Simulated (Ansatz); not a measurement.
# Dielectric function and optical constants of NaCaF3 (model structure), part 2 of 2

What colour and refractive index does NaCaF3 (model structure) have at this level of theory? The cell was made here by substitution or stacking, whether or not such a phase is known. It was built so: All K replaced by Na in the Pm-3m structure of KCaF3.

Ansatz 0.2.0; DFT, PBE, plane-wave PAW, default files, scalar-relativistic, independent-particle optical response without local fields.

So far: The structure; Relaxation. The relaxed cell has a = 4.430 Å (conventional setting).

## 3. Ground state and bands

The self-consistent density comes first; it also tells whether there is a gap, which decides the occupations and the need for a Drude term.

This step: DFT, PBE, plane-wave PAW, default files, scalar-relativistic, ground state (Ansatz 0.2.0).

Input file input.yaml:

```yaml
crystal:
  lattice:
    - [4.4299417524, 0.0, 0.0]
    - [0.0, 4.4299417524, 0.0]
    - [0.0, 0.0, 4.4299417524]
  atoms:
    - { symbol: Ca, position: [0.0, 0.0, 0.0] }
    - { symbol: Na, position: [0.5, 0.5, 0.5] }
    - { symbol: F, position: [0.5, 0.0, 0.0] }
    - { symbol: F, position: [0.0, 0.0, 0.5] }
    - { symbol: F, position: [0.0, 0.5, 0.0] }
kpoints:
  mp_grid: { grid: [5, 5, 5] }
  band_path:
    path:
      - [[0.0, 0.0, 0.0], [0.0, 0.5, 0.0], [0.5, 0.5, 0.0], [0.0, 0.0, 0.0], [0.5, 0.5, 0.5], [0.0, 0.5, 0.0]]
      - [[0.5, 0.5, 0.0], [0.5, 0.5, 0.5]]
    npoints: 11
scf:
  occupations: { method: fermi_dirac, width: 0.05 }
  n_extra_bands: 9
hamiltonian:
  xc: pbe
  pseudopotentials: { kind: paw }
output:
  forces: true
  stress: true
  populations: true
  write_bands: true
  write_density: true
  write_potential: true
  elf: true
  volumetric_format: npy
```

Command:

```
$ ansatz run input.yaml --threads 2 --pin off --max-ram 5120MiB --backend cpu --events-out ev --progress --plain --runs-dir out
```

Numbers of over 12 decimals in the logs are rounded to 6 here.

What it wrote:

```text
[...]
Crystal: 5 atoms, lattice volume = 86.935 Å³
Basis set: ecut = 420 eV, 1743 PW (Γ), exchange–correlation on 60×60×60 points (8 copies of the dense FFT grid, shifted against one another)
Bands: 29, of which v1, the nominal top of the filled ones, is band 20 counted from 1 (19 counted from 0)
Symmetry: 48 space group operations
[...]
k-points: 10 of 125
[...]
SCF iter   1: F=—  HF=-5736.342505 eV  |F-HF|=—  |Δ(HF+E_count)|=         —  Δρ=7.67e-4  dr2=3.45e-4  ethr=1.77e-3  ⟨swp⟩=7.1  Hψ=1625  notcnv=0  defer=9
[...]
SCF iter   6: F=-5736.344682 eV  HF=-5736.344682 eV  |F-HF|=1.12e-8  |Δ(HF+E_count)|=   8.75e-8  Δρ=7.61e-6  dr2=2.44e-8  ethr=2.50e-10  ⟨swp⟩=10.1  Hψ=2033  notcnv=0
SCF 1 converged in 6 iterations: F = -5736.344682 eV  dr2 = 2.44e-8
[...]
NSCF: frozen V_eff on 68 k-points
SCF converged after 6 iterations
Free energy (F): -5736.344682 eV
[...]
Internal energy: -5736.344682 eV  (E = F + TS)
E sigma→0 (E₀):  -5736.344682 eV
Fermi energy:    2.860260 eV
[...]
--- Stress (GPa, compression-positive) ---
        0.034802       0.000000       0.000000
        0.000000       0.034802       0.000000
        0.000000       0.000000       0.034802
  P = ⅓ Tr σ = 0.0348 GPa (0.348 kbar)
--- Band table (eV; the first three rows and the last of 10) ---
  k-point 0: bands = [... 16 lower, -0.1112, 0.1059, 0.1059, 0.1059, 5.2845, 9.6154, 9.6154, 9.6154, ... 5 higher]
  k-point 1: bands = [... 16 lower, -0.1718, -0.1464, 0.0810, 0.0810, 5.7492, 9.6594, 9.7522, 9.7522, ... 5 higher]
  k-point 2: bands = [... 16 lower, -0.3356, -0.2034, 0.0604, 0.0604, 6.8750, 8.7168, 9.7334, 9.9562, ... 5 higher]
  k-point 9: bands = [... 16 lower, -0.9744, 0.2184, 0.2184, 0.2417, 8.4176, 10.0566, 10.0566, 10.3716, ... 5 higher]
--- Löwdin populations: 5 sites ---
  site symbol       q [e]
     0     Ca      8.2202
     1     Na      8.1904
     2      F      7.7692
     3      F      7.7692
     4      F      7.7692
  spilling = 0.007042 (of n_electrons = 40.000000)
```

It took 2.9 s on 2 threads of Arm Neoverse V1, shared host; peak memory 0.35 GiB; 5.5 s of CPU time.

Read-outs, printed or worked out from the files:

```
free energy                  : -5736.3447 eV
Fermi energy                 : 2.860 eV
gap by band count            : 5.043 eV
electrons                    : 40
symmetry operations          : 48
pressure                     : 0.03480 GPa
gap on the k-mesh            : 5.043 eV
volume                       : 86.93 Å³
gap on the path              : 5.004 eV
least direct gap on the path : 5.179 eV
```

There is a gap, 5.00 eV on the path, so no carriers' term is needed. The cell is left with a pressure of 0.0 GPa after its relaxation.

The electronic bands at the labelled points (eV, zero at the Fermi level; v1 is the highest filled band, c1 the lowest empty one):

```tsv
point	v4	v3	v2	v1	c1	c2	c3	c4
Γ	-2.97	-2.75	-2.75	-2.75	2.42	6.75	6.75	6.75
X	-3.26	-3.07	-2.80	-2.80	4.45	5.34	6.89	7.13
M	-3.25	-3.25	-3.02	-2.58	5.44	6.80	6.80	7.38
Γ	-2.97	-2.75	-2.75	-2.75	2.42	6.75	6.75	6.75
R	-3.92	-2.58	-2.58	-2.58	5.73	7.23	7.23	7.23
X	-3.26	-3.07	-2.80	-2.80	4.45	5.34	6.89	7.13
jump to M	-3.25	-3.25	-3.02	-2.58	5.44	6.80	6.80	7.38
R	-3.92	-2.58	-2.58	-2.58	5.73	7.23	7.23	7.23
```

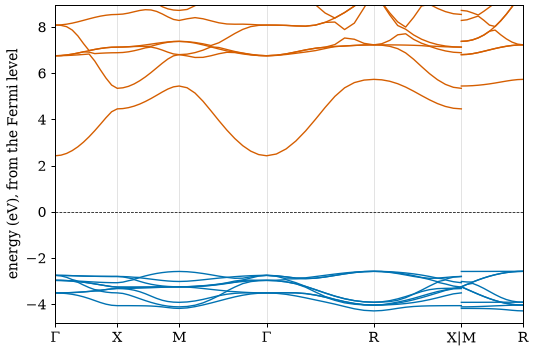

Electronic bands along the path; lines of filled and empty bands in two colours.

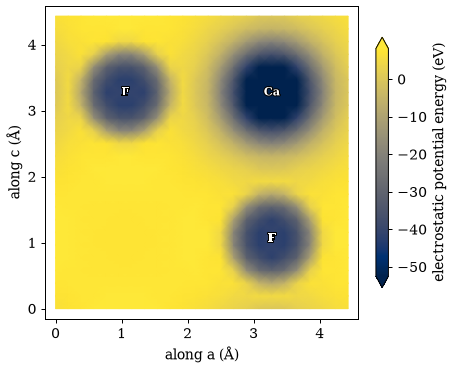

Electrostatic potential energy in the ac plane at fractional y = 0.000, with atoms of Ca and F within 0.2 Å of it. With pseudopotentials it is smooth inside the atoms' cores, unlike the true potential. The map starts off the cell's origin, so that atoms lie inside it.

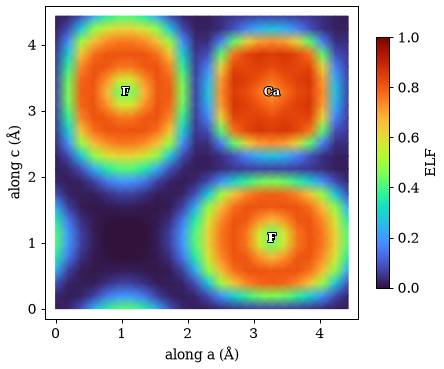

ELF in the ac plane at fractional y = 0.000, with atoms of Ca and F within 0.2 Å of it. It is the smooth field of the valence electrons, not physical close to the nuclei. The map starts off the cell's origin, so that atoms lie inside it.

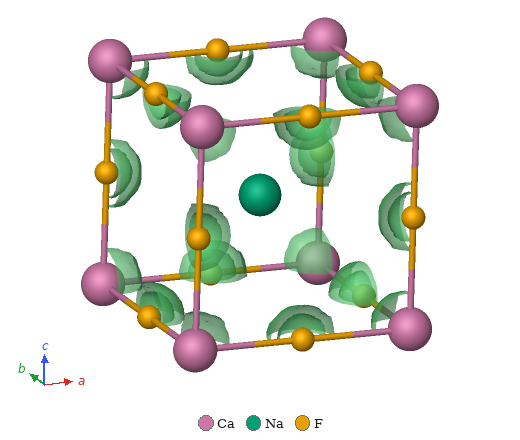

Surface of ELF = 0.8.

## 4. Spectrum

With the density converged, the vertical transitions are summed over the zone.

This step: DFT, PBE, plane-wave PAW, default files, scalar-relativistic, independent-particle optical response without local fields (Ansatz 0.2.0).

input.yaml, the sections that differ from step 3:

```yaml
kpoints:
  mp_grid: { grid: [5, 5, 5] }
scf:
  occupations: { method: fixed }
output:
  optics:
    e_range: [0, 20]
    de: 0.05
    sigma: 0.15
    nscf_kmesh: { grid: [6, 6, 6] }
    bands: auto
# crystal, hamiltonian: as in step 3
```

What it wrote:

```text
[...]
Crystal: 5 atoms, lattice volume = 86.935 Å³
Basis set: ecut = 420 eV, 1743 PW (Γ)
Bands: 25, of which v1, the nominal top of the filled ones, is band 20 counted from 1 (19 counted from 0)
Symmetry: 48 space group operations
[...]
k-points: 10 of 125
[...]
SCF iter   1: F=—  HF=-5736.343188 eV  |F-HF|=—  |Δ(HF+E_count)|=         —  Δρ=6.03e-4  dr2=2.16e-4  ethr=1.77e-3  ⟨swp⟩=5.0  Hψ=1107  notcnv=0  defer=23
[...]
SCF iter   9: F=-5736.343716 eV  HF=-5736.343716 eV  |F-HF|=0.00e0  |Δ(HF+E_count)|=  2.73e-12  Δρ=2.22e-8  dr2=3.64e-13  ethr=1.00e-12  ⟨swp⟩=8.5  Hψ=1162  notcnv=0
SCF 1 converged in 9 iterations: F = -5736.343716 eV  dr2 = 3.64e-13
[...]
output.optics: what the bands over the 90 summed would add to eps1, eps2 and the energy-loss function is held between a lower and an upper bound (5 Lanczos steps). eps1, eps2 and their loss function (loss_summed_bands) are given on every row as the summed bands alone make them. Along an axis, on a row where the two bounds hold the loss function to about 1 % of the greater of itself and 0.5 % of |1/eps|, its cell (loss_completed) is given, with the completed eps1 and eps2 that it is formed of (a cell that is left empty reads nan in the table and null in the record). The two bounds hold it so along every axis on all 401 rows up to 20.000 eV. [rest of the remark cut]
SCF converged after 9 iterations
Free energy (F): -5736.343716 eV
[...]
Internal energy: -5736.343716 eV  (E = F + TS)
E sigma→0 (E₀):  -5736.343716 eV
Fermi energy:    0.241959 eV
[...]
--- Band table (eV; the first three rows and the last of 10) ---
  k-point 0: bands = [... 16 lower, -0.1109, 0.1066, 0.1066, 0.1066, 5.2853, 9.6153, 9.6153, 9.6153, ... 1 higher]
  k-point 1: bands = [... 16 lower, -0.1716, -0.1461, 0.0818, 0.0818, 5.7500, 9.6593, 9.7522, 9.7522, ... 1 higher]
  k-point 2: bands = [... 16 lower, -0.3352, -0.2032, 0.0611, 0.0611, 6.8758, 8.7174, 9.7333, 9.9563, ... 1 higher]
  k-point 9: bands = [... 16 lower, -0.9738, 0.2186, 0.2186, 0.2420, 8.4185, 10.0570, 10.0570, 10.3723, ... 1 higher]
```

Elapsed: 34 s, on 2 threads; peak memory 0.77 GiB.

Numbers from this step:

| Property | Result |
| --- | --- |
| electronic dielectric constant ε∞, mean over x, y and z (by symmetry where fewer were run) | 2.017 |
| absorption onset, first axis (α over 10⁴ cm⁻¹, or the direct gap if that lies higher) | 5.179 eV |
| main peak of Im epsilon, first axis | 10.35 eV |
| centre of weight of the strongest loss peak in the window | 13.25 eV |
| least direct gap on the mesh | 5.179 eV |
| bands summed | 90 |
| spectra valid up to | 46.51 eV |
| program's estimate of the k-sum error in Im epsilon | 0.05 % |
| electrons in the f-sum | 22.61 |

The Im ε, any direction has structure finer than the step of the table below, so its rows give means over 2 eV, whole bins alone (the curve runs from 0 to 20 eV). Peaks (eV: height): 10.3: 2.98.

Table of Im ε, any direction by photon energy; means over each step:

```tsv
photon energy (eV)	Im ε, any direction
4	1.0e-4
6	0.409
8	0.580
10	1.87
12	1.29
14	0.784
16	0.584
18	0.487
```

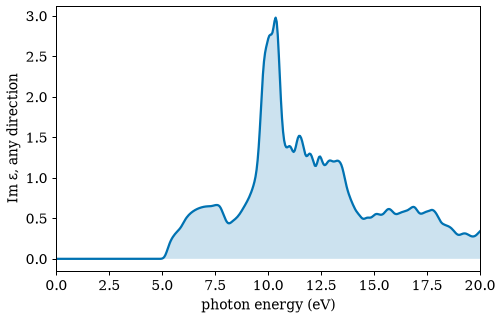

Im ε, any direction against photon energy.

Re ε, any direction against photon energy:

```tsv
photon energy (eV)	Re ε, any direction
0	2.02
1	2.03
2	2.05
3	2.10
4	2.19
5	2.43
6	2.55
7	2.34
8	2.23
9	2.82
10	2.52
11	1.14
12	1.05
13	0.962
14	0.672
15	1.06
16	1.08
17	1.03
18	0.932
19	1.09
20	1.31
```

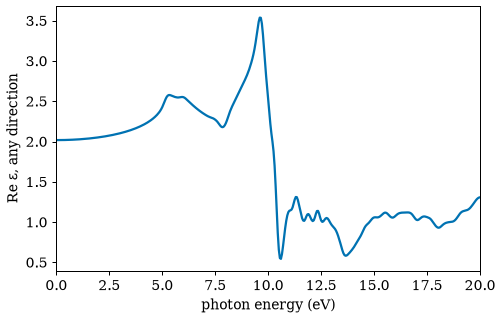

Re ε, any direction against photon energy.

The reflectivity at normal incidence, any direction has structure finer than the step of the table below, so its rows give means over 1 eV, whole bins alone (the curve runs from 0 to 20 eV). Peaks (eV: height): 10.4: 17.4, 13.5: 7.58.

Reflectivity at normal incidence, any direction against photon energy; means over each step:

```tsv
photon energy (eV)	reflectivity at normal incidence, any direction (%)
1	3.05
2	3.16
3	3.38
4	3.78
5	4.82
6	5.54
7	5.21
8	4.85
9	7.43
10	14.3
11	8.76
12	6.59
13	6.49
14	4.25
15	1.58
16	1.80
17	1.90
18	1.56
19	0.660
```

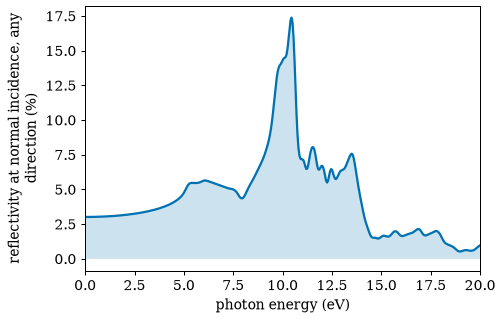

Reflectivity at normal incidence, any direction, plotted against photon energy.

Values under 1 per cm are given as 1. Table of absorption coefficient, any direction by photon energy:

```tsv
photon energy (eV)	absorption coefficient, any direction (1/cm)
0.00	1
2.00	1
4.00	1
6.00	84581
8.00	1.3e5
10.00	7.8e5
12.00	6.7e5
14.00	5.3e5
16.00	4.2e5
18.00	4.8e5
20.00	3.0e5
```

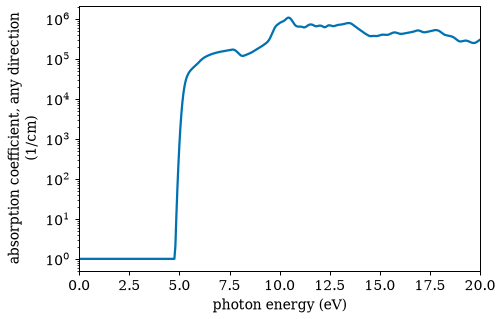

Absorption coefficient, any direction against photon energy.

The loss function −Im 1/ε at q → 0, any direction has structure finer than the step of the table below, so its rows give means over 1 eV, whole bins alone (the curve runs from 0 to 20 eV). Peaks (eV: height): 10.7: 0.530, 13.8: 0.792, 17.9: 0.463.

Table of loss function −Im 1/ε at q → 0, any direction by energy loss; means over each step:

```tsv
energy loss (eV)	loss function −Im 1/ε at q → 0, any direction
4	0
5	0.00951
6	0.0676
7	0.108
8	0.0963
9	0.0830
10	0.200
11	0.438
12	0.460
13	0.523
14	0.684
15	0.394
16	0.378
17	0.397
18	0.414
19	0.259
```

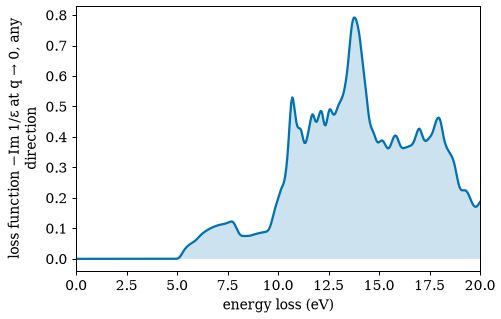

Loss function −Im 1/ε at q → 0, any direction, plotted against energy loss.

From ε follow the optical constants at some laser and lamp lines:

```tsv
wavelength (nm)	n	k	R (%)	1/α
1550	1.42	0.000	3.0	over 1 mm
1064	1.42	0.000	3.1	over 1 mm
633	1.43	0.000	3.2	over 1 mm
450	1.44	0.000	3.3	over 1 mm
365	1.46	0.000	3.5	over 1 mm
308	1.48	0.000	3.8	over 1 mm
193	1.58	0.184	5.5	83 nm
```

Rows near the edge hang on the gap, which this functional as a rule makes too small, and phonon-assisted absorption is left out.

Through 1 µm of it, D65 light comes out colourless (x = 0.313, y = 0.329; 94 % transmitted).

The f-sum over the summed bands holds 22.6 of the cell's 40 electrons outside the frozen cores, 22 of which lie in bands more than 12 eV below the Fermi level, whose transitions come at higher energies. Up to 20 eV the strength has a mean oscillator energy of 11.4 eV, and these transitions give 70 % of ε∞ − 1 along x; the rest comes from higher ones.

## 5. Static response with local fields

Perturbation theory gives the static response with local fields and the functional's kernel, and it needs no empty bands.

This step: DFT, PBE, plane-wave PAW, default files, scalar-relativistic, static field response by perturbation theory with local fields (Ansatz 0.2.0).

Changes to input.yaml since step 4:

```diff
@@ -18,8 +18,2 @@
   pseudopotentials: { kind: paw }
-output:
-  optics:
-    e_range: [0, 20]
-    de: 0.05
-    sigma: 0.15
-    nscf_kmesh: { grid: [6, 6, 6] }
-    bands: auto
+dielectric: {}
```

What it wrote:

```text
[...]
Crystal: 5 atoms, lattice volume = 86.935 Å³
Basis set: ecut = 420 eV, 1743 PW (Γ), exchange–correlation on 60×60×60 points (8 copies of the dense FFT grid, shifted against one another)
Bands: 25, of which v1, the nominal top of the filled ones, is band 20 counted from 1 (19 counted from 0)
Symmetry: 48 space group operations
k-points: 18 of 125 (irreducible under 8 space group operations, time reversal used)
[...]
SCF iter   1: F=—  HF=-5736.344144 eV  |F-HF|=—  |Δ(HF+E_count)|=         —  Δρ=5.96e-4  dr2=2.13e-4  ethr=1.77e-3  ⟨swp⟩=5.1  Hψ=1990  notcnv=0  defer=43
[...]
SCF iter   8: F=-5736.344682 eV  HF=-5736.344682 eV  |F-HF|=0.00e0  |Δ(HF+E_count)|=  3.04e-10  Δρ=9.68e-8  dr2=5.76e-12  ethr=1.00e-12  ⟨swp⟩=8.1  Hψ=2020  notcnv=0
SCF 1 converged in 8 iterations: F = -5736.344682 eV  dr2 = 5.76e-12
[...]
DFPT response loops at Γ: preconditioner auto → none (the input reference at scf.mixing.eps_inf says where Resta's filter doesn't serve); β = 0.50; Broyden in place of MSR1
SCF converged after 8 iterations
Free energy (F): -5736.344682 eV
[...]
Internal energy: -5736.344682 eV  (E = F + TS)
E sigma→0 (E₀):  -5736.344682 eV
Fermi energy:    0.241681 eV
[...]
--- Band table (eV; the first three rows and the last of 18) ---
  k-point 0: bands = [... 16 lower, -0.1112, 0.1059, 0.1059, 0.1059, 5.2846, 9.6155, 9.6155, 9.6155, ... 1 higher]
  k-point 1: bands = [... 16 lower, -0.1719, -0.1464, 0.0810, 0.0810, 5.7492, 9.6595, 9.7523, 9.7523, ... 1 higher]
  k-point 2: bands = [... 16 lower, -0.3356, -0.2034, 0.0603, 0.0603, 6.8751, 8.7169, 9.7335, 9.9563, ... 1 higher]
  k-point 17: bands = [... 16 lower, -0.9744, 0.2184, 0.2184, 0.2417, 8.4177, 10.0567, 10.0567, 10.3717, ... 1 higher]
--- Dielectric response (ions clamped): 1 representative field direction + reference, on 18 of 125 k-points (Σ response iterations 8) ---
  k mesh reduced under 8 symmetry operations, with k and −k counted as one. Each operation leaves every solved perturbation unchanged. A smaller set is not considered because the run solves the response to a homogeneous field
  ε∞ (high-frequency dielectric tensor):
        1.945399    -0.000000    -0.000000
        0.000000     1.945399     0.000000
        0.000000     0.000000     1.945399
  Born effective charges Z* (e; rows j = field, columns β = displacement):
    site 0:
         2.26888   -0.00000    0.00000
         0.00000    2.26888    0.00000
        -0.00000    0.00000    2.26888
    site 1:
         1.17099    0.00000    0.00000
         0.00000    1.17099    0.00000
        -0.00000    0.00000    1.17099
    site 2:
        -1.70040    0.00000    0.00000
         0.00000   -0.86974    0.00000
         0.00000    0.00000   -0.86974
    site 3:
        -0.86974   -0.00000   -0.00000
         0.00000   -0.86974    0.00000
         0.00000    0.00000   -1.70040
    site 4:
        -0.86974   -0.00000   -0.00000
        -0.00000   -1.70040    0.00000
         0.00000    0.00000   -0.86974
  Z* charge neutrality: 3.336e-5 e pre-enforcement
  k-mesh period / interband length: 22.1 Å / 0.98 Å = 22.66 at k = (0.0000, 0.0000, 0.0000), direct gap 5.179 eV — 14 or more, which is no proof of convergence
```

Wall time 6.4 s (2 threads); peak memory 0.4 GiB.

Read-outs, printed or worked out from the files:

```
electronic dielectric constant ε∞, mean over x, y and z (by symmetry where fewer were run) : 1.945
```

ε∞ with local fields:

```
1.95 0.00 0.00
0.00 1.95 0.00
0.00 0.00 1.95
```

Diagonal elements. Born, by row:

```tsv
atom	Z*xx (e)	Z*yy (e)	Z*zz (e)
Ca1	2.269	2.269	2.269
Na2	1.171	1.171	1.171
F3	-1.7	-0.87	-0.87
F4	-0.87	-0.87	-1.7
F5	-0.87	-1.7	-0.87
```

Mean Born charges are Ca +2.27, Na +1.17 and F -1.15, against formal valences of +2, +1 and -1. The largest lies a little above its ionic value.

## 6. Outcome

```json
{
 "gap on the path": "5.00 eV",
 "least direct gap on the path": "5.18 eV",
 "electronic dielectric constant ε∞, mean over x, y and z (by symmetry where fewer were run) (independent particles)": "2.02",
 "absorption onset, first axis (α over 10⁴ cm⁻¹, or the direct gap if that lies higher)": "5.18 eV",
 "main peak of Im epsilon, first axis": "10.3 eV",
 "centre of weight of the strongest loss peak in the window, first axis": "13.2 eV",
 "electronic dielectric constant ε∞, mean over x, y and z (by symmetry where fewer were run) (static response with local fields)": "1.95"
}
```

**Reading.** At this level (PBE, independent particles) NaCaF3 has ε∞ = 2.02 (1.95 with local fields) and n = 1.42 at 1550 nm; absorption sets in near 5.2 eV, and Im ε peaks at 10.3 eV. The cell grew by 16.5 % in volume. The gap is indirect (5.00 eV), so absorption without phonons can begin only at the direct gap of 5.18 eV. Absorption passes 10⁴ cm⁻¹ from the direct gap on, 5.18 eV, in the ultraviolet, so the visible is passed. The strongest loss structure up to 20 eV has its centre of weight at 13.2 eV; a free-electron gas of the 22.6 electrons in the f-sum would put its plasmon at 18.9 eV. Distinct maxima of Im ε, read by a parabola through the highest points, lie at 7.57 eV (0.66), 10.35 eV (3.0), 11.47 eV (1.5) and 16.85 eV (0.64). The f-sum over the summed bands holds 22.6 of the cell's 40 electrons outside the frozen cores, 22 of which lie in bands more than 12 eV below the Fermi level, whose transitions come at higher energies. Up to 20 eV the strength has a mean oscillator energy of 11.4 eV, and these transitions give 70 % of ε∞ − 1 along x; the rest comes from higher ones. Through 1 µm of it, D65 light comes out colourless (x = 0.313, y = 0.329; 94 % transmitted). In the base spectrum excitons and phonon-assisted transitions are missing, and so are local fields; PBE gaps are as a rule too small, which pulls the onset down and ε∞ up. In the base run ε includes the program's bounded estimate of what the bands above those summed add. The cell grew by 16 % in the relaxation, which can come from the guessed start or, where layers or molecules are weakly bound, from the missing dispersion term; a larger cell lowers ε.

[Logs are printed without paths, hosts, clocks, repeated set-up lines and the standing remarks that a program may print on its own settings, such as how far it seeks lower states.]

[Hosts, paths, dates, database ids (printed as entryN), source tags and the programs' standing remarks are cut or masked in the printed files.]
